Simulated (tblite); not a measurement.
C₆H₅F₂O: geometry relaxation (part 2 of 2)

The same run, continued: C₆H₅F₂O, multiplicity 2; GFN2-xTB geometry optimisation, gas phase (tblite 0.8.0). It belongs to a series of runs on one base structure; here: H removed from sp3 C.

Geometry of the input (Å):
```
O  3.4537  -1.6160  -0.7317
C  2.5569  -0.8379  -0.6453
C  1.5836  -0.0068  -0.5191
F  1.8452  1.3253  -0.6698
C  0.1842  -0.4112  -0.1972
C  -0.8357  0.1387  -1.1209
C  -1.7103  0.5167  -0.0101
F  -2.6716  -0.4099  0.1493
C  -0.4911  0.3865  0.9196
H  0.0675  -1.4977  -0.0900
H  -1.1604  -0.2974  -2.0525
H  -2.1130  1.5261  -0.0863
H  -0.0400  1.3527  1.1864
H  -0.6699  -0.1696  1.8404
```

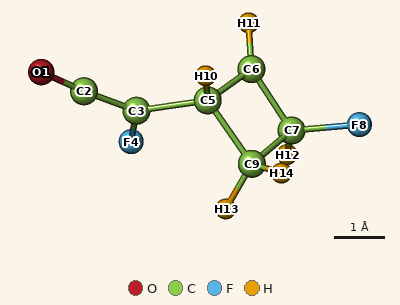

*The geometry at step 61 of the log (ball-and-stick view, seen at an oblique angle; atoms are numbered from 1 in the order of the input).*

### Trajectory as extended XYZ, continued
```
14
Properties=species:S:1:pos:R:3:forces:R:3 step=42 energy=-783.08135
O     3.4480   -1.5284   -0.7799   -0.0030   0.0200   0.0230
C     2.5966   -0.7360   -0.7151   -0.0090   0.0220  -0.0170
C     1.5535    0.0277   -0.5558   -0.0100   0.0060   0.0010
F     1.5719    1.3553   -0.8625    0.0190   0.0010   0.0200
C     0.2058   -0.5169   -0.1319    0.0030  -0.0280  -0.0300
C    -0.8982   -0.1810   -1.0645   -0.0090   0.0200  -0.0110
C    -1.6734    0.5565   -0.0363    0.0100   0.0190   0.0110
F    -2.8757   -0.0288    0.3268   -0.0220   0.0180  -0.0150
C    -0.5420    0.2846    0.9689    0.0400  -0.0300   0.0000
H     0.3281   -1.5815    0.0830    0.0030  -0.0220   0.0460
H    -0.9227   -0.1314   -2.1340   -0.0300  -0.0370  -0.0250
H    -1.9185    1.6041   -0.2512   -0.0030   0.0310   0.0020
H    -0.0181    1.1772    1.2980   -0.0020   0.0140  -0.0110
H    -0.8560   -0.3015    1.8273    0.0130  -0.0340   0.0060
14
Properties=species:S:1:pos:R:3:forces:R:3 step=44 energy=-783.08235
O     3.4558   -1.5190   -0.7802   -0.0080   0.0130   0.0160
C     2.5973   -0.7342   -0.7177   -0.0190   0.0280  -0.0010
C     1.5514    0.0260   -0.5569   -0.0030  -0.0010  -0.0020
F     1.5728    1.3545   -0.8652   -0.0110  -0.0330   0.0310
C     0.2036   -0.5210   -0.1318    0.0310   0.0140  -0.0160
C    -0.9008   -0.1811   -1.0632    0.0230  -0.0260  -0.0180
C    -1.6718    0.5607   -0.0359   -0.0030  -0.0110  -0.0040
F    -2.8773   -0.0188    0.3262   -0.0320   0.0250  -0.0130
C    -0.5427    0.2823    0.9694    0.0410  -0.0380   0.0130
H     0.3276   -1.5856    0.0898   -0.0030   0.0270   0.0060
H    -0.9274   -0.1371   -2.1329   -0.0310  -0.0350  -0.0280
H    -1.9111    1.6083   -0.2562   -0.0050   0.0400   0.0240
H    -0.0211    1.1743    1.3030    0.0210   0.0030  -0.0070
H    -0.8569   -0.3098    1.8244    0.0000  -0.0050  -0.0010
14
Properties=species:S:1:pos:R:3:forces:R:3 step=47 energy=-783.08358
O     3.4704   -1.5059   -0.7801   -0.0070   0.0000   0.0040
C     2.6011   -0.7330   -0.7202    0.0110  -0.0090   0.0190
C     1.5519    0.0209   -0.5556   -0.0030   0.0100   0.0000
F     1.5749    1.3484   -0.8645   -0.0230   0.0270   0.0170
C     0.2034   -0.5221   -0.1330   -0.0160   0.0130  -0.0010
C    -0.9001   -0.1772   -1.0642   -0.0130  -0.0160   0.0070
C    -1.6699    0.5669   -0.0365    0.0090  -0.0180  -0.0050
F    -2.8811   -0.0067    0.3202   -0.0050   0.0110  -0.0090
C    -0.5414    0.2791    0.9706   -0.0190   0.0210  -0.0220
H     0.3225   -1.5858    0.0947    0.0060   0.0150  -0.0320
H    -0.9428   -0.1555   -2.1345   -0.0150  -0.0310  -0.0030
H    -1.9097    1.6176   -0.2524    0.0480  -0.0170   0.0280
H    -0.0217    1.1718    1.3073    0.0240  -0.0310   0.0050
H    -0.8581   -0.3191    1.8209    0.0040   0.0260  -0.0080
14
Properties=species:S:1:pos:R:3:forces:R:3 step=49 energy=-783.08458
O     3.4796   -1.4943   -0.7803   -0.0020  -0.0150   0.0000
C     2.6027   -0.7302   -0.7211    0.0100   0.0040   0.0250
C     1.5503    0.0188   -0.5553   -0.0010   0.0220   0.0010
F     1.5673    1.3458   -0.8653   -0.0060   0.0540   0.0050
C     0.2026   -0.5229   -0.1321   -0.0200  -0.0210  -0.0170
C    -0.9004   -0.1809   -1.0640   -0.0550   0.0210  -0.0210
C    -1.6674    0.5693   -0.0380   -0.0050   0.0240   0.0000
F    -2.8862    0.0083    0.3141    0.0200   0.0000  -0.0030
C    -0.5420    0.2765    0.9709   -0.0170   0.0180  -0.0150
H     0.3217   -1.5851    0.0968    0.0130  -0.0350  -0.0290
H    -0.9512   -0.1704   -2.1353   -0.0050  -0.0340   0.0400
H    -1.8984    1.6243   -0.2479    0.0620  -0.0440  -0.0020
H    -0.0178    1.1643    1.3125    0.0100  -0.0090   0.0060
H    -0.8615   -0.3238    1.8178   -0.0040   0.0130   0.0110
14
Properties=species:S:1:pos:R:3:forces:R:3 step=52 energy=-783.08726
O     3.4967   -1.4570   -0.7784   -0.0340  -0.0170  -0.0010
C     2.6019   -0.7135   -0.7216    0.0100   0.0530   0.0220
C     1.5380    0.0211   -0.5607    0.0050   0.0090  -0.0050
F     1.5385    1.3500   -0.8685    0.0000   0.0060   0.0040
C     0.1962   -0.5345   -0.1332    0.0230  -0.0300  -0.0010
C    -0.9139   -0.2037   -1.0615    0.0180   0.0270   0.0020
C    -1.6586    0.5764   -0.0413    0.0010   0.0310   0.0000
F    -2.8996    0.0656    0.3029    0.0320   0.0250   0.0190
C    -0.5441    0.2642    0.9712    0.0180  -0.0300   0.0320
H     0.3283   -1.5921    0.1069    0.0160  -0.0580  -0.0700
H    -0.9695   -0.2094   -2.1325   -0.0200  -0.0320   0.0420
H    -1.8354    1.6394   -0.2533   -0.0170   0.0040  -0.0500
H    -0.0080    1.1363    1.3339   -0.0120   0.0280  -0.0200
H    -0.8712   -0.3433    1.8090   -0.0410  -0.0150   0.0260
14
Properties=species:S:1:pos:R:3:forces:R:3 step=54 energy=-783.08954
O     3.5053   -1.4295   -0.7759   -0.0670   0.0120   0.0060
C     2.6027   -0.6947   -0.7181    0.0200   0.0310   0.0080
C     1.5277    0.0259   -0.5673    0.0070  -0.0090  -0.0060
F     1.5178    1.3574   -0.8679   -0.0230  -0.0370   0.0140
C     0.1920   -0.5469   -0.1359    0.0190   0.0090   0.0470
C    -0.9261   -0.2214   -1.0584    0.1040   0.0040   0.0880
C    -1.6506    0.5841   -0.0432    0.0600  -0.0250   0.0090
F    -2.9067    0.1159    0.2993    0.0240   0.0490   0.0220
C    -0.5442    0.2516    0.9736    0.0130  -0.0250   0.0180
H     0.3366   -1.6037    0.1071    0.0120  -0.0050  -0.1010
H    -0.9884   -0.2438   -2.1272   -0.0380  -0.0290  -0.0180
H    -1.7827    1.6502   -0.2671   -0.0700   0.0360  -0.0410
H    -0.0026    1.1162    1.3498   -0.0220  -0.0130  -0.0360
H    -0.8815   -0.3619    1.8042   -0.0390   0.0030  -0.0090
14
Properties=species:S:1:pos:R:3:forces:R:3 step=56 energy=-783.09436
O     3.5267   -1.3683   -0.7686   -0.1140   0.0770   0.0270
C     2.6116   -0.6479   -0.7028    0.0070  -0.0600  -0.0280
C     1.5091    0.0350   -0.5790    0.0380  -0.0070   0.0080
F     1.4718    1.3722   -0.8560   -0.0500  -0.0660   0.0200
C     0.1858   -0.5712   -0.1410   -0.0060   0.0430   0.0720
C    -0.9442   -0.2508   -1.0503    0.1100   0.0140   0.0950
C    -1.6278    0.6056   -0.0480    0.0870  -0.0590   0.0050
F    -2.9185    0.2346    0.2866    0.1150   0.0700  -0.0040
C    -0.5427    0.2225    0.9795   -0.0150   0.0190  -0.0300
H     0.3522   -1.6305    0.0833    0.0100   0.0650  -0.0800
H    -1.0542   -0.3488   -2.1115   -0.0380  -0.0130   0.0120
H    -1.6738    1.6780   -0.2905   -0.0960  -0.0370  -0.0050
H     0.0121    1.0709    1.3789   -0.0390  -0.0940  -0.0180
H    -0.9088   -0.4016    1.7923   -0.0110   0.0490  -0.0730
14
Properties=species:S:1:pos:R:3:forces:R:3 step=59 energy=-783.09848
O     3.5305   -1.3559   -0.7643   -0.0420   0.0310   0.0280
C     2.6156   -0.6365   -0.6949   -0.0050  -0.0610  -0.0400
C     1.5085    0.0372   -0.5766    0.0070   0.0130   0.0270
F     1.4576    1.3733   -0.8445   -0.0160   0.0300  -0.0040
C     0.1870   -0.5734   -0.1404    0.0110  -0.0010  -0.0150
C    -0.9386   -0.2486   -1.0476   -0.0150   0.0260  -0.0210
C    -1.6166    0.6131   -0.0501   -0.0020   0.0270  -0.0180
F    -2.9145    0.2637    0.2793    0.0790   0.0000   0.0060
C    -0.5413    0.2166    0.9785    0.0160   0.0140  -0.0070
H     0.3554   -1.6349    0.0577    0.0170  -0.0080   0.0150
H    -1.0857   -0.3934   -2.0987   -0.0120  -0.0120   0.0090
H    -1.6596    1.6874   -0.2892   -0.0210  -0.0490  -0.0140
H     0.0177    1.0576    1.3790    0.0080  -0.0210   0.0530
H    -0.9167   -0.4066    1.7847   -0.0250   0.0110  -0.0180
14
Properties=species:S:1:pos:R:3:forces:R:3 step=61 energy=-783.09983
O     3.5337   -1.3487   -0.7616    0.0000  -0.0290   0.0110
C     2.6126   -0.6376   -0.6995   -0.0280   0.0310  -0.0220
C     1.5080    0.0384   -0.5729    0.0050   0.0090   0.0160
F     1.4518    1.3737   -0.8457    0.0030   0.0060  -0.0040
C     0.1873   -0.5754   -0.1403    0.0070  -0.0020  -0.0110
C    -0.9360   -0.2454   -1.0480   -0.0180  -0.0120  -0.0640
C    -1.6112    0.6177   -0.0516   -0.0160   0.0240  -0.0160
F    -2.9090    0.2712    0.2769    0.0210  -0.0320   0.0180
C    -0.5402    0.2151    0.9779   -0.0030   0.0050   0.0110
H     0.3570   -1.6374    0.0556    0.0090   0.0010   0.0140
H    -1.0930   -0.4065   -2.0959   -0.0060  -0.0020   0.0320
H    -1.6579    1.6905   -0.2894    0.0170  -0.0010  -0.0230
H     0.0199    1.0503    1.3860    0.0340   0.0150   0.0500
H    -0.9238   -0.4064    1.7812   -0.0250  -0.0140  -0.0130
14
Properties=species:S:1:pos:R:3:forces:R:3 step=64 energy=-783.10139
O     3.5357   -1.3221   -0.7538    0.0000  -0.0460  -0.0050
C     2.6064   -0.6208   -0.7029   -0.0010   0.0750  -0.0080
C     1.4982    0.0479   -0.5731    0.0030  -0.0080  -0.0050
F     1.4241    1.3826   -0.8449    0.0130  -0.0180  -0.0070
C     0.1858   -0.5860   -0.1419   -0.0090   0.0160   0.0160
C    -0.9435   -0.2624   -1.0450    0.0060   0.0070   0.0250
C    -1.5964    0.6282   -0.0569    0.0050  -0.0040  -0.0010
F    -2.9016    0.3221    0.2790    0.0100  -0.0120  -0.0090
C    -0.5383    0.2047    0.9793   -0.0070   0.0110   0.0020
H     0.3711   -1.6467    0.0490   -0.0050   0.0250   0.0230
H    -1.1179   -0.4464   -2.0849   -0.0110  -0.0090  -0.0130
H    -1.6090    1.6982   -0.3125    0.0070  -0.0060   0.0100
H     0.0286    1.0236    1.4141    0.0110  -0.0130  -0.0030
H    -0.9440   -0.4232    1.7672   -0.0200  -0.0170  -0.0240
14
Properties=species:S:1:pos:R:3:forces:R:3 step=66 energy=-783.10188
O     3.5324   -1.3202   -0.7515   -0.0200  -0.0010  -0.0110
C     2.6072   -0.6123   -0.7042    0.0190  -0.0160   0.0080
C     1.4961    0.0506   -0.5728    0.0070   0.0150  -0.0190
F     1.4164    1.3843   -0.8438    0.0060   0.0160  -0.0120
C     0.1851   -0.5872   -0.1417    0.0090   0.0100   0.0070
C    -0.9448   -0.2658   -1.0444    0.0160   0.0090   0.0260
C    -1.5931    0.6304   -0.0586    0.0150  -0.0100   0.0160
F    -2.8992    0.3316    0.2771   -0.0060  -0.0040  -0.0070
C    -0.5380    0.2034    0.9794    0.0020  -0.0040  -0.0040
H     0.3736   -1.6465    0.0501   -0.0020   0.0050   0.0220
H    -1.1248   -0.4566   -2.0820   -0.0070  -0.0110  -0.0140
H    -1.5971    1.6994   -0.3159   -0.0040   0.0120   0.0050
H     0.0329    1.0169    1.4195   -0.0090  -0.0100  -0.0060
H    -0.9474   -0.4285    1.7618   -0.0250  -0.0090  -0.0090
14
Properties=species:S:1:pos:R:3:forces:R:3 step=69 energy=-783.10227
O     3.5324   -1.3193   -0.7541    0.0010  -0.0080  -0.0140
C     2.6084   -0.6100   -0.7081   -0.0150  -0.0180   0.0180
C     1.4968    0.0515   -0.5732    0.0000   0.0080  -0.0090
F     1.4133    1.3833   -0.8519    0.0040   0.0220  -0.0090
C     0.1864   -0.5871   -0.1384    0.0130   0.0000  -0.0060
C    -0.9416   -0.2647   -1.0428    0.0010  -0.0040  -0.0110
C    -1.5903    0.6325   -0.0585   -0.0080   0.0090  -0.0080
F    -2.8974    0.3329    0.2746   -0.0050  -0.0020  -0.0060
C    -0.5391    0.2026    0.9809    0.0030  -0.0100   0.0060
H     0.3742   -1.6457    0.0576    0.0090   0.0040   0.0030
H    -1.1238   -0.4594   -2.0803    0.0020  -0.0050   0.0170
H    -1.5960    1.7020   -0.3153    0.0070  -0.0010   0.0070
H     0.0338    1.0117    1.4249   -0.0130   0.0100   0.0140
H    -0.9577   -0.4309    1.7575    0.0010  -0.0030  -0.0020
14
Properties=species:S:1:pos:R:3:forces:R:3 step=71 energy=-783.10246
O     3.5310   -1.3195   -0.7556    0.0090  -0.0200  -0.0070
C     2.6079   -0.6097   -0.7064   -0.0220   0.0150   0.0020
C     1.4968    0.0539   -0.5756   -0.0020  -0.0010   0.0020
F     1.4138    1.3863   -0.8532    0.0060  -0.0020  -0.0030
C     0.1879   -0.5862   -0.1384   -0.0040   0.0000   0.0000
C    -0.9417   -0.2660   -1.0419    0.0000  -0.0010  -0.0170
C    -1.5892    0.6332   -0.0586   -0.0040  -0.0010  -0.0090
F    -2.8966    0.3355    0.2750   -0.0030   0.0060  -0.0100
C    -0.5391    0.2016    0.9813   -0.0010   0.0030  -0.0010
H     0.3763   -1.6445    0.0590    0.0150   0.0040  -0.0050
H    -1.1266   -0.4633   -2.0784    0.0050  -0.0070   0.0160
H    -1.5919    1.7023   -0.3168    0.0000   0.0000   0.0090
H     0.0328    1.0096    1.4284   -0.0140   0.0070   0.0180
H    -0.9621   -0.4337    1.7540    0.0140  -0.0030   0.0050
14
Properties=species:S:1:pos:R:3:forces:R:3 step=74 energy=-783.10270
O     3.5275   -1.3204   -0.7554   -0.0240   0.0090   0.0050
C     2.6075   -0.6059   -0.7019    0.0210  -0.0080  -0.0230
C     1.4963    0.0583   -0.5779    0.0020   0.0010   0.0060
F     1.4139    1.3920   -0.8489    0.0070  -0.0120  -0.0010
C     0.1889   -0.5851   -0.1408   -0.0020   0.0050   0.0040
C    -0.9421   -0.2666   -1.0428    0.0020   0.0030   0.0000
C    -1.5867    0.6353   -0.0605    0.0000  -0.0060   0.0080
F    -2.8958    0.3443    0.2712   -0.0070   0.0030  -0.0080
C    -0.5385    0.1998    0.9802   -0.0070   0.0060   0.0050
H     0.3812   -1.6428    0.0558    0.0110   0.0010  -0.0080
H    -1.1392   -0.4806   -2.0730    0.0050  -0.0080  -0.0030
H    -1.5828    1.7047   -0.3157   -0.0010   0.0070  -0.0030
H     0.0311    1.0062    1.4337   -0.0090   0.0020   0.0090
H    -0.9621   -0.4397    1.7489    0.0040  -0.0030   0.0080
14
Properties=species:S:1:pos:R:3:forces:R:3 step=76 energy=-783.10283
O     3.5261   -1.3216   -0.7565   -0.0110   0.0040   0.0040
C     2.6078   -0.6051   -0.7031    0.0130  -0.0150  -0.0190
C     1.4971    0.0593   -0.5776    0.0040   0.0040   0.0090
F     1.4149    1.3922   -0.8503    0.0030   0.0050  -0.0020
C     0.1896   -0.5840   -0.1404    0.0050   0.0070   0.0040
C    -0.9400   -0.2643   -1.0436   -0.0010   0.0000   0.0220
C    -1.5856    0.6367   -0.0612   -0.0050   0.0030   0.0070
F    -2.8957    0.3459    0.2669   -0.0120  -0.0040  -0.0030
C    -0.5392    0.1998    0.9808   -0.0030  -0.0030   0.0070
H     0.3837   -1.6417    0.0554    0.0010   0.0040  -0.0090
H    -1.1424   -0.4883   -2.0702    0.0020  -0.0060  -0.0140
H    -1.5824    1.7071   -0.3132    0.0090   0.0000  -0.0080
H     0.0287    1.0053    1.4380   -0.0040   0.0020   0.0000
H    -0.9630   -0.4418    1.7479   -0.0010  -0.0010   0.0020
14
Properties=species:S:1:pos:R:3:forces:R:3 step=79 energy=-783.10302
O     3.5218   -1.3287   -0.7598    0.0260  -0.0220  -0.0050
C     2.6066   -0.6088   -0.7094   -0.0280   0.0140  -0.0010
C     1.4996    0.0607   -0.5762    0.0060   0.0080   0.0100
F     1.4194    1.3919   -0.8571    0.0000   0.0100   0.0010
C     0.1916   -0.5803   -0.1372    0.0000   0.0020   0.0010
C    -0.9372   -0.2625   -1.0420    0.0020  -0.0010   0.0200
C    -1.5877    0.6356   -0.0599    0.0010  -0.0030  -0.0050
F    -2.8975    0.3384    0.2643   -0.0030   0.0040   0.0020
C    -0.5412    0.2015    0.9835    0.0020  -0.0040  -0.0070
H     0.3873   -1.6380    0.0576   -0.0070   0.0040   0.0010
H    -1.1341   -0.4834   -2.0705    0.0000  -0.0030  -0.0100
H    -1.5877    1.7061   -0.3124    0.0030  -0.0070  -0.0010
H     0.0228    1.0088    1.4424   -0.0020  -0.0010  -0.0050
H    -0.9644   -0.4418    1.7495    0.0010  -0.0010   0.0010
14
Properties=species:S:1:pos:R:3:forces:R:3 step=81 energy=-783.10308
O     3.5180   -1.3331   -0.7599    0.0020  -0.0020  -0.0050
C     2.6054   -0.6095   -0.7105   -0.0070   0.0050  -0.0020
C     1.5004    0.0631   -0.5757    0.0020   0.0040   0.0070
F     1.4201    1.3942   -0.8568    0.0030   0.0000   0.0020
C     0.1925   -0.5789   -0.1370    0.0010   0.0000   0.0000
C    -0.9374   -0.2638   -1.0412    0.0030  -0.0010  -0.0050
C    -1.5885    0.6343   -0.0596    0.0010  -0.0060  -0.0020
F    -2.8982    0.3370    0.2646    0.0010   0.0070   0.0020
C    -0.5412    0.2017    0.9837   -0.0010   0.0000  -0.0020
H     0.3894   -1.6363    0.0577   -0.0050  -0.0010   0.0040
H    -1.1319   -0.4814   -2.0713    0.0020  -0.0020   0.0030
H    -1.5878    1.7044   -0.3133   -0.0020  -0.0030   0.0010
H     0.0215    1.0100    1.4423    0.0000   0.0000  -0.0040
H    -0.9630   -0.4423    1.7499    0.0000  -0.0010   0.0020
```

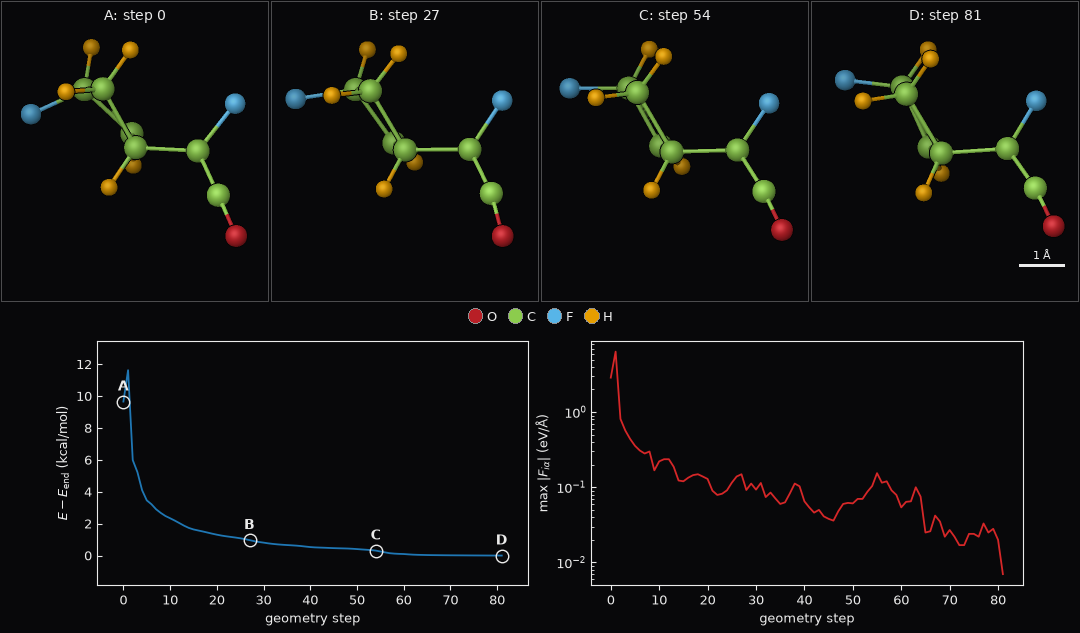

*Frames of the relaxation (ball-and-stick view, seen at a tilt) above the curves, on which the letters mark them (steps are counted from 0).*

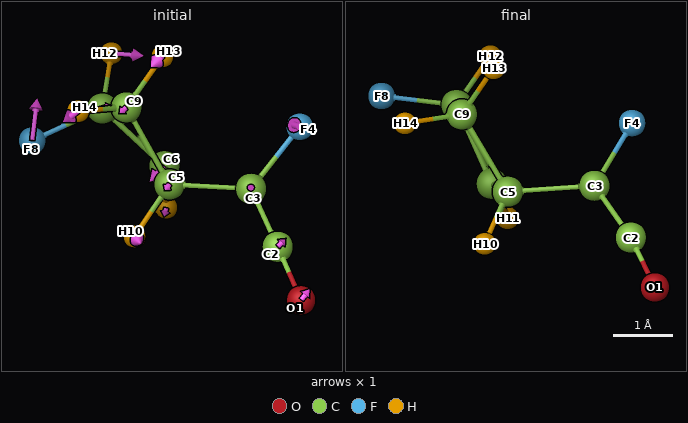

*Before (left) and after (right) the relaxation, at one scale (ball-and-stick view, seen at a tilt). The pink arrows give the displacements, at true length.*

After 81 geometry steps the energy has fallen by 9.66 kcal/mol. The largest force component goes from 2.9 to 0.007 eV/Å. The largest move after the best rigid fit is that of F8, 0.80 Å. Largest moves by element: F 0.80 Å, H 0.61 Å, C 0.42 Å, O 0.28 Å. Distances before and after: C7–F8 1.345 → 1.382 Å, C3–C5 1.492 → 1.522 Å, O1–C2 1.190 → 1.166 Å, C5–C9 1.530 → 1.550 Å. Among the angles that change: C7–C6–H11 125.5° → 132.9°, F8–C7–H12 112.5° → 105.3°, C5–C6–H11 126.5° → 133.1°. (Atoms are counted from 1 in the order of the input.)

### Results in brief

| quantity | value |
| --- | --- |
| outcome | converged |
| total energy | −783.1031 eV |
| hardware | 1 CPU thread, shared host |
| peak memory | 0.17 GiB |
